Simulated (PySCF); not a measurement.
## A study: C₅H₅, doublet, SMILES `C#CC([CH2])=C`

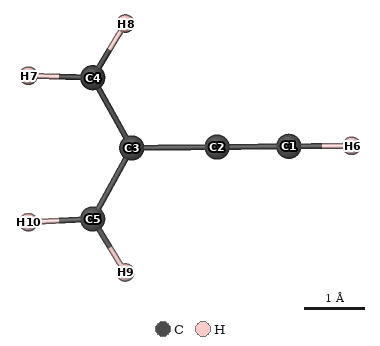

The molecule, with its atoms numbered as below. No frequency check shows the geometry to be a minimum.

Cartesian coordinates (Å):

```
C1      -2.1547    0.0002    0.0000
C2      -0.9557   -0.0002    0.0000
C3       0.4709    0.0001    0.0000
C4       1.1235   -1.2166    0.0000
C5       1.1242    1.2164    0.0000
H6      -3.2038    0.0013    0.0000
H7       2.1978   -1.2613    0.0000
H8       0.5784   -2.1426    0.0000
H9       0.5797    2.1427    0.0000
H10      2.1985    1.2605    0.0000
```

Part 1: Bonding charge

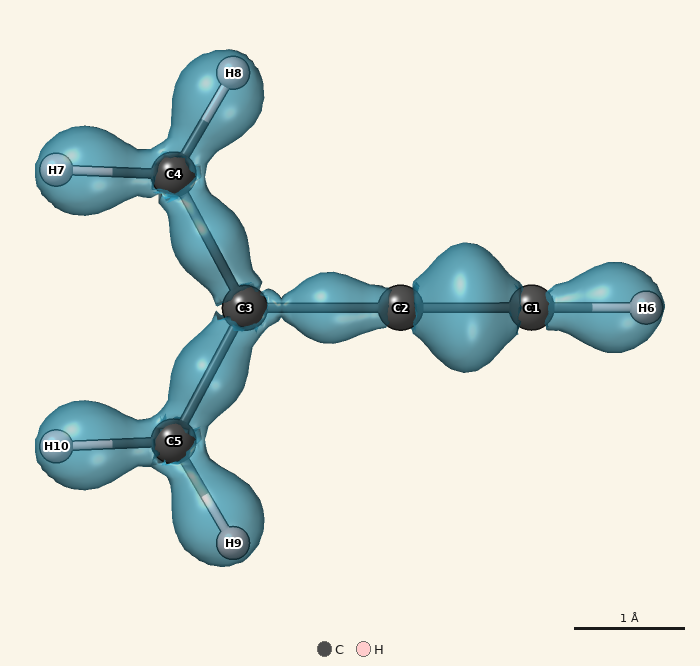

Deformation density (molecule less spherical, spin-averaged free atoms at the same positions), surfaces at ±0.25 e/Å³; light blue: gain, orange: loss.

Level of theory: PBE0/cc-pVDZ (PySCF), at a geometry from GFN2-xTB. The stability of the open-shell solution wasn't checked. GFN2-xTB doesn't know the spin state, so this open-shell geometry is rough.

> Describe the bonding that the map shows.

C1–H6: +0.74 e/Å³ at the bond critical point (bond length 1.05 Å, Mayer order 1.1). C4–H8 and C5–H9: +0.72 e/Å³ at the bond critical point (bond length 1.07 Å, Mayer order 0.9). C1–C2: +0.71 e/Å³ at the bond critical point (bond length 1.20 Å, Mayer order 2.3). C4–H7 and C5–H10: +0.71 e/Å³ at the bond critical point (bond length 1.07 Å, Mayer order 0.9). C3–C4 and C3–C5: +0.59 e/Å³ at the bond critical point (bond length 1.38 Å, Mayer order 1.6). C2–C3: +0.50 e/Å³ at the bond critical point (bond length 1.43 Å, Mayer order 0.9). In all, 2.3 electrons gather in the regions of gain relative to the promolecule.

> Where do the Hirshfeld charges lie?

The highest Hirshfeld charge is on H6 (+0.09 e), the lowest on C1 (−0.11 e).

Part 2: Local ionisation energy

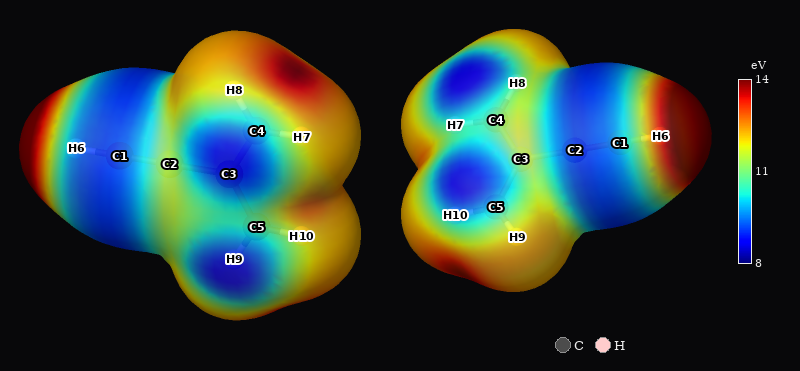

Average local ionisation energy on the surface of electron density 0.001 a.u. (back view left, front view right).

> Where are the most loosely bound electrons on this surface?

The lowest value is 8.6 eV, off the molecular plane, over C5 (2.0 Å), and at like points elsewhere. Further minima include 9.0 eV, off the molecular plane, over C1 (2.0 Å), and at like points elsewhere. For comparison, the highest occupied orbital lies at −6.1 eV.

Part 3: Spin density

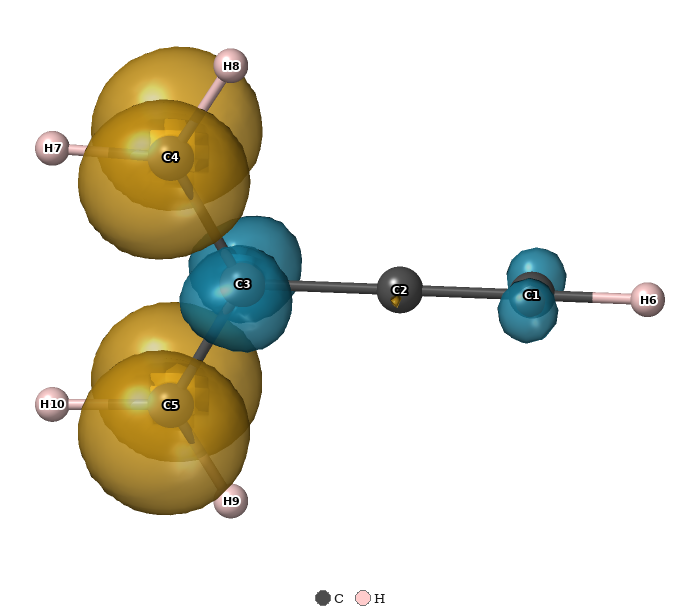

Spin density ρα − ρβ at ±0.05 e/Å³ (yellow: excess α, teal: excess β).

> Where is the unpaired spin?

Hirshfeld spin populations: C4 and C5 +0.48. Spin polarisation leaves negative spin on C1 (−0.07) and C3 (−0.03). ⟨S²⟩ = 0.80, against 0.75 for a pure state. The picture also shows regions of β spin from spin polarisation; the Hirshfeld sums, whose atoms overlap, net them against the α spin of neighbours.

Part 4: In an electric field

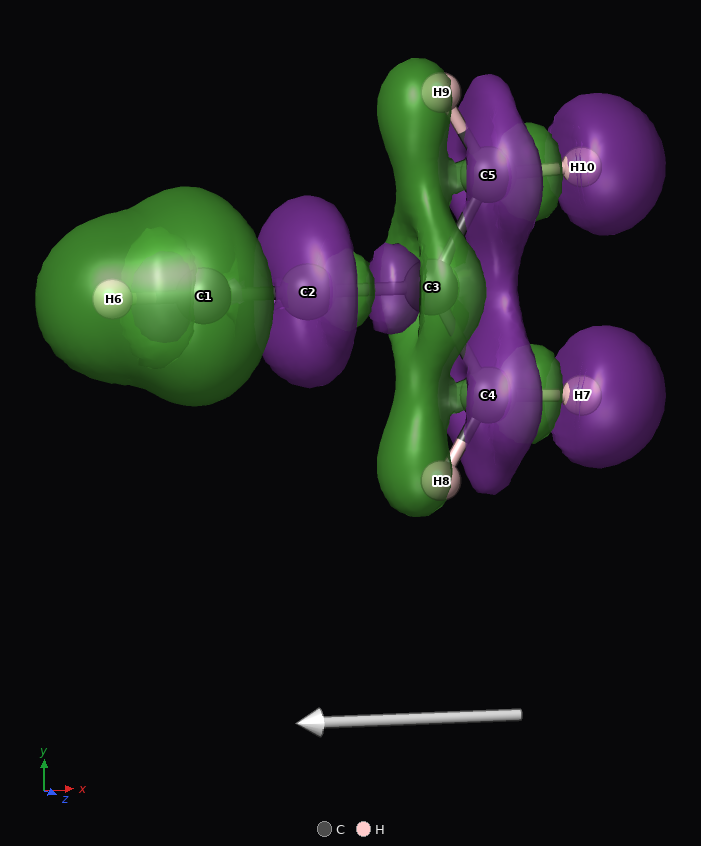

Change of the electron density in a uniform field of 0.26 V/Å along −x (arrow), surfaces at ±0.002 e/Å³ (purple: gain, green: loss).

PySCF calculation, BP86/6-311+G**, gas phase; geometry: GFN2-xTB. The basis has diffuse s and p functions alone, which still leaves polarisabilities too small, most of all across bonds. The stability of the open-shell solution wasn't checked. GFN2-xTB doesn't know the spin state, so this open-shell geometry is rough.

The field was applied in both directions; the picture shows the one opposite to the script's first.

> What dipole is induced, and what polarisability does it imply?

The induced dipole is 1.01 D (along the field); α along this axis, from the fields in both directions, is 80 bohr³ (11.8 Å³).

Part 5: Removing or adding an electron

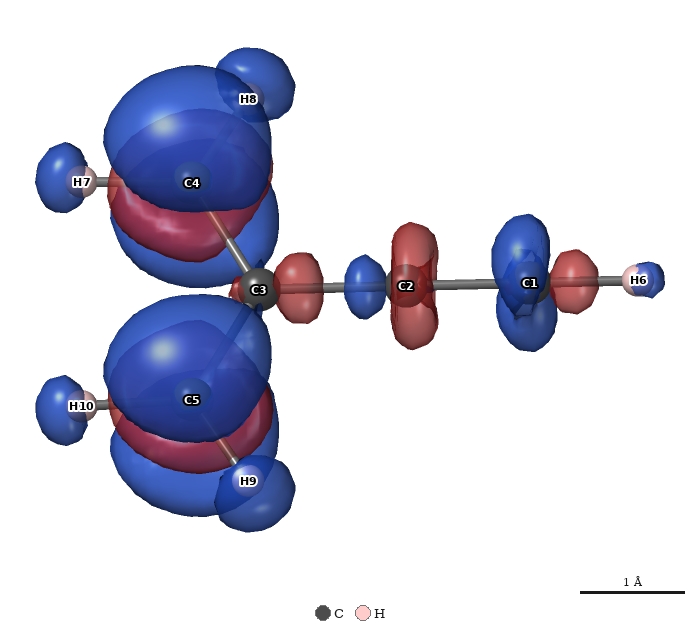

Fukui function f⁻ = ρ(N) − ρ(N−1) at fixed geometry, surfaces at ±0.03 e/Å³ (blue positive, red negative).

Method: PBE0/6-31+G*; geometry: GFN2-xTB; program: PySCF. GFN2-xTB doesn't know the spin state, so this open-shell geometry is rough.

> Which atoms respond most to the removal of an electron?

f⁻ (Hirshfeld-condensed) is largest on C4 and C5 (0.25 each); the vertical ionisation energy is 8.24 eV (to the singlet cation, which needn't be its lowest state). Condensed values hint at sites of electrophilic attack but needn't mark the atom that reacts. Orbital relaxation makes it negative in places (0.23 e in all).

| atom | f⁻ | charge |
| --- | --- | --- |
| C1 | +0.12 | −0.11 |
| C2 | −0.01 | −0.06 |
| C3 | +0.07 | −0.02 |
| C4 | +0.25 | −0.06 |
| C5 | +0.25 | −0.06 |
| H6 | +0.04 | +0.10 |
| H7 | +0.07 | +0.05 |
| H8 | +0.08 | +0.06 |
| H9 | +0.08 | +0.06 |
| H10 | +0.07 | +0.05 |

The PySCF runs shown took 17 s, 70 s and 35 s on 1 thread of Arm Neoverse V2, on a shared host.
